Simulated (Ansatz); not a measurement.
**Ge2H2 (triplet): one geometry, many settings at distance Ge1–H3 = 1.399 Å**

What do other methods and options give for Ge2H2 (triplet) at this geometry, and how long do they take?

The runs use Ansatz 0.2.0, Gaussian basis; the settings change from run to run.

33 further runs of the same task are left out: 1 for a mislabelled method, 27 that didn't finish, 5 set aside as unsound or not needed.

## 1. What is computed

The geometry derives from a PBE0/def2-TZVP stationary point (not a proven minimum). One bond is set to the value named and the two fragments are kept rigid. No spin-orbit coupling is included. The filled d shell of Ge may be among the frozen orbitals whatever the setting's name suggests; the logs give the count.

4 atoms, charge 0, spin multiplicity 3.

Atoms are counted from 1 here; the program's logs count them from 0.

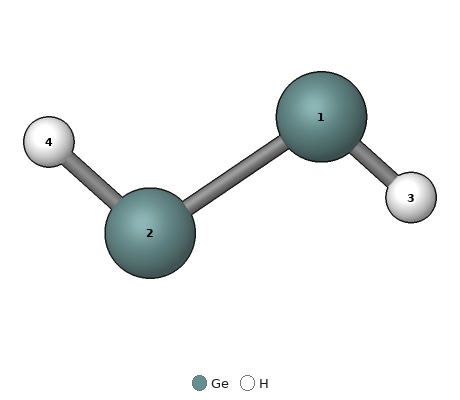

The structure; germanium teal, hydrogen white; atoms are numbered from 1 in the order of the file.

## 2. CASSCF(2,3)/cc-pVDZ

in.yaml reads:

```yaml
crystal:
  periodic: [false, false, false]
  atoms:
    - {symbol: Ge, position_ang: [0.000000, -0.061295, 1.202066]}
    - {symbol: Ge, position_ang: [0.000000, 0.063683, -1.201352]}
    - {symbol: H, position_ang: [0.000000, 1.279125, 1.602660]}
    - {symbol: H, position_ang: [0.000000, -1.451245, -1.654099]}
basis:
  gaussian: {orbitals: cc-pVDZ, point_charges: [{charge: 1.00, position_ang: [3.795, -0.254, 0.318]}]}
magnetization: {spin_polarized: false, initial_magnetization: 2}
correlation: {active_space: {window: {electrons: 2, orbitals: 3}}}
scf: {lower_state_search: full}
output: {forces: true}
```

Run with:

```console
$ ansatz run in.yaml --threads 1 --pin off --events-out ev --progress --plain --max-ram 2393MiB
```

Log:

```text
Functional definition: HF
  name "HF"
  cite "Fock, Z. Phys. 61, 126 (1930) doi:10.1007/BF01340294"
  parent pbe
  exchange = exact_x
  correlation = 0
743 factors; integrals over basis functions are off by at most 1.1e-3 eV
mean field evaluation 1: about -112974.5809 eV, gradient 8.2e0 eV
mean field evaluation 2: about -112974.5846 eV, gradient 8.2e0 eV
mean field evaluation 4: about -112975.0480 eV, gradient 1.4e0 eV
mean field evaluation 8: about -112975.0648 eV, gradient 1.1e-1 eV
mean field evaluation 16: about -112975.0823 eV, gradient 2.1e-5 eV
mean field evaluation 32: about -112974.2114 eV, gradient 4.1e0 eV
mean field evaluation 64: about -112975.0507 eV, gradient 9.3e-2 eV
mean field evaluation 96: about -112975.0153 eV, gradient 1.6e0 eV
mean field evaluation 128: about -112975.0823 eV, gradient 1.5e-5 eV
mean field evaluation 160: about -112975.0823 eV, gradient 5.7e-6 eV
mean field -112975.08233693 eV, -4151.7576986211 hartree, gradient 2.6e-6 eV, S^2 2.000000; 9 other end points of the search recorded, 0 dependent functions left out
reference -112975.08233693 eV, -4151.7576986211 hartree; 34, 32 occupied and 30, 32 virtual orbitals, 743 factors
state -112975.08233693 eV, -4151.7576986211 hartree
the calculation of the forces begins
Total energy: -112975.08233693 eV, -4151.7576986211 hartree
Atom 0 at     0.000000    -0.061295     1.202066 Å, force     0.192213    -3.438921    -0.911801 eV/Å
Atom 1 at     0.000000     0.063683    -1.201352 Å, force    -0.069506    -0.159492    -0.651350 eV/Å
Atom 2 at     0.000000     1.279125     1.602660 Å, force    -0.016863     3.506059     1.352347 eV/Å
Atom 3 at     0.000000    -1.451245    -1.654099 Å, force     0.025467     0.103259     0.157142 eV/Å
Dipole moment:    -0.331429     0.025734    -0.037724 e Å
```

It took 12 s on 1 thread of Intel Xeon Platinum 8259CL at 2.50GHz, shared host.

From the report: 9 determinants; active occupations 1.00, 1.00, 0.00. With so small a space the active step adds no correlation: the energy is the mean field's.

## 3. HF/cc-pVDZ

in.yaml reads:

```yaml
crystal:
  periodic: [false, false, false]
  atoms:
    - {symbol: Ge, position_ang: [0.000000, -0.061295, 1.202066]}
    - {symbol: Ge, position_ang: [0.000000, 0.063683, -1.201352]}
    - {symbol: H, position_ang: [0.000000, 1.279125, 1.602660]}
    - {symbol: H, position_ang: [0.000000, -1.451245, -1.654099]}
basis:
  gaussian: {orbitals: cc-pVDZ, point_charges: [{charge: -1.00, position_ang: [2.539, -0.115, 0.459]}]}
magnetization: {spin_polarized: true, initial_magnetization: 2}
hamiltonian: {xc: hf}
output: {forces: true, orbitals: {seedname: orbitals}}
```

Same command.

Log, cut to the lines that bear on the results:

```text
Functional definition: HF
  name "HF"
  cite "Fock, Z. Phys. 61, 126 (1930) doi:10.1007/BF01340294"
  parent pbe
[...]
743 factors; integrals over basis functions are off by at most 1.1e-3 eV
[...]
mean field -112976.36889222 eV, -4151.8049786558 hartree, gradient 1.6e-5 eV, S^2 2.046901; 1 other end points of the search recorded, 0 dependent functions left out
[...]
reference -112976.36889222 eV, -4151.8049786558 hartree; 34, 32 occupied and 30, 32 virtual orbitals, 743 factors
Total energy: -112976.36889222 eV, -4151.8049786558 hartree
Atom 0 at     0.000000    -0.061295     1.202066 Å, force     1.543054    -3.934221    -1.254135 eV/Å
Atom 1 at     0.000000     0.063683    -1.201352 Å, force    -0.065297    -0.278822    -0.234866 eV/Å
Atom 2 at     0.000000     1.279125     1.602660 Å, force     0.106210     3.960493     1.132598 eV/Å
Atom 3 at     0.000000    -1.451245    -1.654099 Å, force    -0.022709     0.154237    -0.204629 eV/Å
Dipole moment:     0.560941     0.129453     0.422250 e Å
```

It took 7.5 s on 1 thread of Intel Xeon Platinum 8259CL at 2.50GHz, shared host.

From the report: ⟨S²⟩ of the determinant 2.047 (pure triplet: 2.00).

## 4. NEVPT2(8,7)/cc-pVDZ

in.yaml reads:

```yaml
crystal:
  periodic: [false, false, false]
  atoms:
    - {symbol: Ge, position_ang: [0.000000, -0.061295, 1.202066]}
    - {symbol: Ge, position_ang: [0.000000, 0.063683, -1.201352]}
    - {symbol: H, position_ang: [0.000000, 1.279125, 1.602660]}
    - {symbol: H, position_ang: [0.000000, -1.451245, -1.654099]}
basis:
  gaussian: {orbitals: cc-pVDZ}
magnetization: {spin_polarized: false, initial_magnetization: 2}
hamiltonian: {pseudopotentials: {relativity: none}}
correlation: {method: sc_nevpt2, electrons: outside_noble_gas, active_space: {window: {electrons: 8, orbitals: 7}}}
output: {forces: true}
```

Same command.

Log, cut to the lines that bear on the results:

```text
Functional definition: HF
  name "HF"
  cite "Fock, Z. Phys. 61, 126 (1930) doi:10.1007/BF01340294"
  parent pbe
[...]
743 factors; integrals over basis functions are off by at most 1.1e-3 eV
[...]
mean field -112975.01367946 eV, -4151.7551755056 hartree, gradient 1.7e-6 eV, S^2 2.000000; 2 other end points of the search recorded, 0 dependent functions left out
reference -112975.01367946 eV, -4151.7551755056 hartree; 34, 32 occupied and 30, 32 virtual orbitals, 743 factors
state -112976.12848086 eV, -4151.7961437012 hartree
state -112976.12848086 eV, -4151.7961437012 hartree; corrected -112979.28723527 eV, -4151.9122257849 hartree
[...]
Total energy: -112979.28723527 eV, -4151.9122257849 hartree
Atom 0 at     0.000000    -0.061295     1.202066 Å, force     0.000000    -3.835833    -0.798288 eV/Å
Atom 1 at     0.000000     0.063683    -1.201352 Å, force     0.000000    -0.160431    -0.230973 eV/Å
Atom 2 at     0.000000     1.279125     1.602660 Å, force    -0.000000     3.875817     1.118413 eV/Å
Atom 3 at     0.000000    -1.451245    -1.654099 Å, force    -0.000000     0.120447    -0.089152 eV/Å
Dipole moment:    -0.000000     0.077893    -0.027328 e Å
```

Wall time 20 s (1 thread of Intel Xeon Platinum 8259CL at 2.50GHz, shared host).

From the report: 600 determinants; active occupations 2.00, 1.98, 1.92, 1.02, 0.98, 0.07, 0.03.

## 5. HF/cc-pVDZ

in.yaml reads:

```yaml
crystal:
  periodic: [false, false, false]
  atoms:
    - {symbol: Ge, position_ang: [0.000000, -0.061295, 1.202066]}
    - {symbol: Ge, position_ang: [0.000000, 0.063683, -1.201352]}
    - {symbol: H, position_ang: [0.000000, 1.279125, 1.602660]}
    - {symbol: H, position_ang: [0.000000, -1.451245, -1.654099]}
basis:
  gaussian: {orbitals: cc-pVDZ}
magnetization: {spin_polarized: true, initial_magnetization: 2}
hamiltonian: {xc: hf}
output: {forces: true, orbitals: {seedname: orbitals}}
```

Launched as before.

Log, cut to the lines that bear on the results:

```text
Functional definition: HF
  name "HF"
  cite "Fock, Z. Phys. 61, 126 (1930) doi:10.1007/BF01340294"
  parent pbe
[...]
743 factors; integrals over basis functions are off by at most 1.1e-3 eV
[...]
mean field -112975.19498304 eV, -4151.7618382891 hartree, gradient 1.0e-5 eV, S^2 2.045448; 1 other end points of the search recorded, 0 dependent functions left out
[...]
reference -112975.19498304 eV, -4151.7618382891 hartree; 34, 32 occupied and 30, 32 virtual orbitals, 743 factors
Total energy: -112975.19498304 eV, -4151.7618382891 hartree
Atom 0 at     0.000000    -0.061295     1.202066 Å, force     0.000000    -3.627948    -0.992824 eV/Å
Atom 1 at     0.000000     0.063683    -1.201352 Å, force    -0.000000    -0.211088    -0.293071 eV/Å
Atom 2 at     0.000000     1.279125     1.602660 Å, force    -0.000000     3.700073     1.251338 eV/Å
Atom 3 at     0.000000    -1.451245    -1.654099 Å, force    -0.000000     0.138963     0.034558 eV/Å
Dipole moment:     0.000000     0.059510     0.031990 e Å
```

Wall time 6.5 s (1 thread of Intel Xeon Platinum 8259CL at 2.50GHz, shared host).

From the report: ⟨S²⟩ of the determinant 2.045 (pure triplet: 2.00).

## 6. MP2 on UHF/cc-pVDZ

in.yaml: that of step 5 with these lines changed.

```diff
@@ -10,3 +10,4 @@
 magnetization: {spin_polarized: true, initial_magnetization: 2}
-hamiltonian: {xc: hf}
-output: {forces: true, orbitals: {seedname: orbitals}}
+hamiltonian: {pseudopotentials: {relativity: scalar}}
+correlation: {method: mp2, electrons: outside_noble_gas}
+output: {forces: true}
```

Same command.

Log, cut to the lines that bear on the results:

```text
Functional definition: HF
  name "HF"
  cite "Fock, Z. Phys. 61, 126 (1930) doi:10.1007/BF01340294"
  parent pbe
[...]
744 factors; integrals over basis functions are off by at most 1.1e-3 eV
[...]
mean field -113906.74576717 eV, -4185.9956981781 hartree, gradient 1.2e-6 eV, S^2 2.044814; 4 other end points of the search recorded, 0 dependent functions left out
28 core orbitals not correlated: weight in the atoms' cores, before any rotation towards them, 0.999 or more for the frozen orbitals, at most 0.001 for the correlated occupied ones
reference -113906.74576717 eV, -4185.9956981781 hartree; 6, 4 occupied and 30, 32 virtual orbitals, 744 factors
second order -3.93108447 eV of doubles, -0.00000000 eV of singles
[...]
Total energy: -113910.67685163 eV, -4186.1401628677 hartree
Relativity: scalar
Atom 0 at     0.000000    -0.061295     1.202066 Å, force     0.000000    -3.699940    -1.128759 eV/Å
Atom 1 at     0.000000     0.063683    -1.201352 Å, force    -0.000000    -0.163780    -0.014256 eV/Å
Atom 2 at     0.000000     1.279125     1.602660 Å, force    -0.000000     3.749249     1.157032 eV/Å
Atom 3 at     0.000000    -1.451245    -1.654099 Å, force     0.000000     0.114472    -0.014017 eV/Å
Dipole moment:    -0.000000     0.086306     0.074645 e Å
```

It took 7.5 s on 1 thread of Intel Xeon Platinum 8259CL at 2.50GHz, shared host.

From the report: ⟨S²⟩ of the determinant 2.045 (pure triplet: 2.00).

## 7. CISD/def2-SVPD

in.yaml reads:

```yaml
crystal:
  periodic: [false, false, false]
  atoms:
    - {symbol: Ge, position_ang: [0.000000, -0.061295, 1.202066]}
    - {symbol: Ge, position_ang: [0.000000, 0.063683, -1.201352]}
    - {symbol: H, position_ang: [0.000000, 1.279125, 1.602660]}
    - {symbol: H, position_ang: [0.000000, -1.451245, -1.654099]}
basis:
  gaussian: {orbitals: def2-SVPD}
magnetization: {spin_polarized: false, initial_magnetization: 2}
correlation: {active_space: {ras: {orbitals: [4, 2, 58], electrons: 10, max_holes: 2, max_particles: 2}, fixed_orbitals: true}}
accuracy: high
output: {forces: true}
```

Launched as before.

Log, cut to the lines that bear on the results:

```text
Functional definition: HF
  name "HF"
  cite "Fock, Z. Phys. 61, 126 (1930) doi:10.1007/BF01340294"
  parent pbe
[...]
1708 factors; integrals over basis functions are off by at most 4.5e-9 eV
[...]
mean field -112962.42507730 eV, -4151.2925529089 hartree, gradient 2.6e-8 eV, S^2 2.000000; 2 other end points of the search recorded, 0 dependent functions left out
reference -112962.42507730 eV, -4151.2925529089 hartree; 34, 32 occupied and 58, 60 virtual orbitals, 1708 factors
state -112967.26317985 eV, -4151.4703498983 hartree
[...]
Total energy: -112967.26317985 eV, -4151.4703498983 hartree
Atom 0 at     0.000000    -0.061295     1.202066 Å, force     0.000000    -3.829527    -1.063074 eV/Å
Atom 1 at     0.000000     0.063683    -1.201352 Å, force    -0.000000    -0.081421    -0.139554 eV/Å
Atom 2 at     0.000000     1.279125     1.602660 Å, force    -0.000000     3.869478     1.214622 eV/Å
Atom 3 at     0.000000    -1.451245    -1.654099 Å, force     0.000000     0.041470    -0.011994 eV/Å
Dipole moment:    -0.000000     0.087525     0.042777 e Å
```

Run time: 43 s. Hardware: 1 thread of Intel Xeon Platinum 8259CL at 2.50GHz, shared host; peak memory 0.68 GiB.

From the report: 244,624 determinants.

## 8. MP2 on UHF/STO-3G

in.yaml reads:

```yaml
crystal:
  periodic: [false, false, false]
  atoms:
    - {symbol: Ge, position_ang: [0.000000, -0.061295, 1.202066]}
    - {symbol: Ge, position_ang: [0.000000, 0.063683, -1.201352]}
    - {symbol: H, position_ang: [0.000000, 1.279125, 1.602660]}
    - {symbol: H, position_ang: [0.000000, -1.451245, -1.654099]}
basis:
  gaussian: {orbitals: STO-3G}
magnetization: {spin_polarized: true, initial_magnetization: 2}
correlation: {method: mp2, electrons: outside_noble_gas}
accuracy: high
scf: {lower_state_search: off}
output: {forces: true}
```

Same command.

Log, cut to the lines that bear on the results:

```text
Functional definition: HF
  name "HF"
  cite "Fock, Z. Phys. 61, 126 (1930) doi:10.1007/BF01340294"
  parent pbe
[...]
498 factors; integrals over basis functions are off by at most 5.9e-9 eV
[...]
mean field -111690.58250553 eV, -4104.5532004825 hartree, gradient 6.9e-8 eV, S^2 2.059680; 1 other end points of the search recorded, 0 dependent functions left out
28 core orbitals not correlated, not the lowest: weight in the atoms' cores, before any rotation towards them, 0.783 or more for the frozen orbitals, at most 0.519 for the correlated occupied ones
reference -111690.58250553 eV, -4104.5532004825 hartree; 6, 4 occupied and 4, 6 virtual orbitals, 498 factors
second order -1.19993816 eV of doubles, -0.00000000 eV of singles
[...]
WARN: the results are in doubt because the forces break the atoms' symmetry
Total energy: -111691.78244370 eV, -4104.5972973966 hartree
Atom 0 at     0.000000    -0.061295     1.202066 Å, force    -0.018904    -1.368432    -2.321941 eV/Å
Atom 1 at     0.000000     0.063683    -1.201352 Å, force    -0.016727    -0.923086     0.992290 eV/Å
Atom 2 at     0.000000     1.279125     1.602660 Å, force     0.018904     1.093835     0.351637 eV/Å
Atom 3 at     0.000000    -1.451245    -1.654099 Å, force     0.016727     1.197683     0.978015 eV/Å
Dipole moment:    -0.005456    -0.124502     0.039612 e Å
In doubt: the forces break the atoms' symmetry
Checks for a lower state left out: starts, cluster_reference, orbital_swaps, neighbouring_geometries, increment
```

Wall time 3 s (1 thread of Intel Xeon Platinum 8259CL at 2.50GHz, shared host).

From the report: ⟨S²⟩ of the determinant 2.060 (pure triplet: 2.00). The program marks this result as in doubt; its last lines say why.

## 9. BCCD(T) on UHF/cc-pVDZ

in.yaml: that of step 8 with these lines changed.

```diff
@@ -8,7 +8,5 @@
 basis:
-  gaussian: {orbitals: STO-3G}
+  gaussian: {orbitals: cc-pVDZ, fitting: {mean_field: def2-universal-jkfit}, point_charges: [{charge: -0.50, position_ang: [4.132, -0.389, -0.108]}]}
 magnetization: {spin_polarized: true, initial_magnetization: 2}
-correlation: {method: mp2, electrons: outside_noble_gas}
-accuracy: high
-scf: {lower_state_search: off}
+correlation: {method: bccd_t, electrons: outside_noble_gas}
 output: {forces: true}
```

Same command.

Log, cut to the lines that bear on the results:

```text
Functional definition: HF
  name "HF"
  cite "Fock, Z. Phys. 61, 126 (1930) doi:10.1007/BF01340294"
  parent pbe
[...]
568 factors; integrals over basis functions are off by at most 4.1e-1 eV
[...]
mean field -112975.26765789 eV, -4151.7645090405 hartree, gradient 2.6e-6 eV, S^2 2.044904; 8 other end points of the search recorded, 0 dependent functions left out
determinant -112975.26765789 eV, -4151.7645090405 hartree, with singles and doubles -112980.18709576 eV, -4151.9452950478 hartree
determinant -112973.35650398 eV, -4151.6942754298 hartree, with singles and doubles -112978.32023556 eV, -4151.8766892009 hartree
determinant -112973.12870210 eV, -4151.6859038650 hartree, with singles and doubles -112978.28020189 eV, -4151.8752179907 hartree
determinant -112972.49026107 eV, -4151.6624415903 hartree, with singles and doubles -112977.83659550 eV, -4151.8589157567 hartree
28 core orbitals not correlated: weight in the atoms' cores, before any rotation towards them, 0.999 or more for the frozen orbitals, at most 0.001 for the correlated occupied ones
reference -112975.26765789 eV, -4151.7645090405 hartree; 6, 4 occupied and 30, 32 virtual orbitals, 568 factors
second order -3.91437006 eV of doubles, -0.00000000 eV of singles
cycle   1  -4.91183804 eV  change    7.6e-3 eV  update   9.1e-3
[...]
cycle  18  -4.91030258 eV  change    4.5e-8 eV  update   1.2e-7
perturbative correction -0.19944711 eV, -0.0073295460 hartree
[...]
Total energy: -112980.37740757 eV, -4151.9522888778 hartree
Atom 0 at     0.000000    -0.061295     1.202066 Å, force     0.015469    -3.851066    -0.928639 eV/Å
Atom 1 at     0.000000     0.063683    -1.201352 Å, force     0.054491     0.005599    -0.268088 eV/Å
Atom 2 at     0.000000     1.279125     1.602660 Å, force     0.003312     3.909630     1.265294 eV/Å
Atom 3 at     0.000000    -1.451245    -1.654099 Å, force    -0.022147    -0.078390    -0.068710 eV/Å
Dipole moment:     0.133015     0.056232     0.032871 e Å
```

Wall time 21 s (1 thread of Intel Xeon Platinum 8259CL at 2.50GHz, shared host).

From the report: ⟨S²⟩ of the determinant 2.045 (pure triplet: 2.00); correlation -5.1097 eV; largest double amplitude 0.13.

## 10. MRCISD+Q(relaxed)(2,3)/STO-3G

in.yaml reads:

```yaml
crystal:
  periodic: [false, false, false]
  atoms:
    - {symbol: Ge, position_ang: [0.000000, -0.061295, 1.202066]}
    - {symbol: Ge, position_ang: [0.000000, 0.063683, -1.201352]}
    - {symbol: H, position_ang: [0.000000, 1.279125, 1.602660]}
    - {symbol: H, position_ang: [0.000000, -1.451245, -1.654099]}
basis:
  gaussian: {orbitals: STO-3G}
magnetization: {spin_polarized: false, initial_magnetization: 2}
correlation: {method: fic_mrcisd_q_relaxed, electrons: outside_noble_gas, active_space: {window: {electrons: 2, orbitals: 3}}}
```

Launched as before.

Log, cut to the lines that bear on the results:

```text
Functional definition: HF
  name "HF"
  cite "Fock, Z. Phys. 61, 126 (1930) doi:10.1007/BF01340294"
  parent pbe
[...]
379 factors; integrals over basis functions are off by at most 2.9e-5 eV
[...]
mean field -111690.52818270 eV, -4104.5512041552 hartree, gradient 4.4e-6 eV, S^2 2.000000; 6 other end points of the search recorded, 0 dependent functions left out
reference -111690.52818270 eV, -4104.5512041552 hartree; 34, 32 occupied and 4, 6 virtual orbitals, 379 factors
state -111690.52818270 eV, -4104.5512041552 hartree
contracted CI cycle   1: correlation 0.00000000 eV, 0.0000000000 hartree, residual 7.24e0 eV
contracted CI cycle   2: correlation -1.74103847 eV, -0.0639819838 hartree, residual 1.71e0 eV
contracted CI cycle   3: correlation -1.90858724 eV, -0.0701392874 hartree, residual 8.16e-1 eV
contracted CI cycle   4: correlation -1.96151868 eV, -0.0720844821 hartree, residual 4.95e-1 eV
contracted CI cycle   5: correlation -1.97616452 eV, -0.0726227065 hartree, residual 2.34e-1 eV
contracted CI cycle   6: correlation -1.97903529 eV, -0.0727282055 hartree, residual 9.74e-2 eV
contracted CI cycle   7: correlation -1.97944956 eV, -0.0727434294 hartree, residual 3.31e-2 eV
contracted CI cycle   8: correlation -1.97949957 eV, -0.0727452675 hartree, residual 1.50e-2 eV
contracted CI cycle   9: correlation -1.97951070 eV, -0.0727456765 hartree, residual 7.16e-3 eV
contracted CI cycle  10: correlation -1.97951272 eV, -0.0727457506 hartree, residual 2.32e-3 eV
contracted CI cycle  11: correlation -1.97951295 eV, -0.0727457590 hartree, residual 8.21e-4 eV
contracted CI cycle  12: correlation -1.97951298 eV, -0.0727457602 hartree, residual 3.52e-4 eV
state -111690.52818270 eV, -4104.5512041552 hartree; corrected -111692.79854709 eV, -4104.6346385077 hartree
WARN: 1 active orbitals are nearly empty or full. The corrections depend on them more than the energy does, and are more stable in an active space without them
Total energy: -111692.79854709 eV, -4104.6346385077 hartree
```

It took 5.5 s on 1 thread of Intel Xeon Platinum 8259CL at 2.50GHz, shared host.

From the report: 4 determinants; active occupations 1.00, 1.00, 0.00. The report marks this result as in doubt.

## 11. The runs in one table

Where basis and cores are those of an earlier UCCSDT(Q)/cc-pVDZ run (-112980.3646 eV), and the state is the same kind, the miss against it is given. † marks a result that the program doubts.

```tsv
level	correlated	functions	energy (eV)	from UCCSDT(Q) (meV)	time
CASSCF(2,3)/cc-pVDZ (beside a point charge)		64	-112975.0823		12 s
HF/cc-pVDZ (beside a point charge)		64	-112976.3689		7.5 s
NEVPT2(8,7)/cc-pVDZ	outside noble gas	64	-112979.2872		20 s
HF/cc-pVDZ		64	-112975.1950	5169.6	6.5 s
MP2 on UHF/cc-pVDZ (relativity set)	outside noble gas	64	-113910.6769		7.5 s
CISD/def2-SVPD	outside noble gas	92	-112967.2632		43 s
MP2 on UHF/STO-3G †	outside noble gas	38	-111691.7824		3 s
BCCD(T) on UHF/cc-pVDZ (beside a point charge)	outside noble gas	64	-112980.3774		21 s
MRCISD+Q(relaxed)(2,3)/STO-3G †	outside noble gas	38	-111692.7985		5.5 s
```

## 12. What came out

| quantity | value |
| --- | --- |
| runs | 9 |
| quickest | MP2 on UHF/STO-3G †, 3 s |
| slowest | CISD/def2-SVPD, 43 s |

**Reading.** Total energies in different bases, with other cores or another treatment of relativity can't be set against each other. CISD/def2-SVPD took 15 times as long as MP2 on UHF/STO-3G †; the jobs differ in more than the method. Hartree-Fock, CASSCF and CASCI lack dynamic correlation by design.
